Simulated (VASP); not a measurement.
Energy against volume of CuI (zinc blende). Calculation: revPBE GGA, VASP's PBE PAW potentials (set 64) (plane waves; VASP).

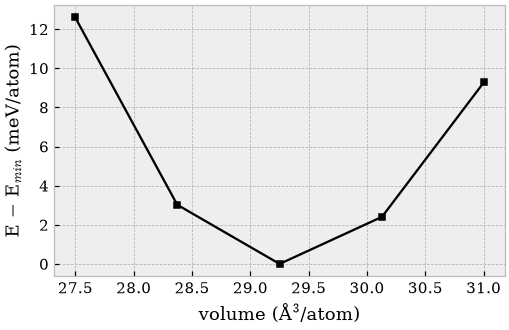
Fig. 1. Energy against volume

Question: Estimate the equilibrium volume and the bulk modulus.

Answer: The minimum lies near 29.3 Å³/atom, and the curvature gives B0 of about 33 GPa.

The compound is CuI in the zinc blende structure. It was relaxed first, which changed the volume by +6 %.
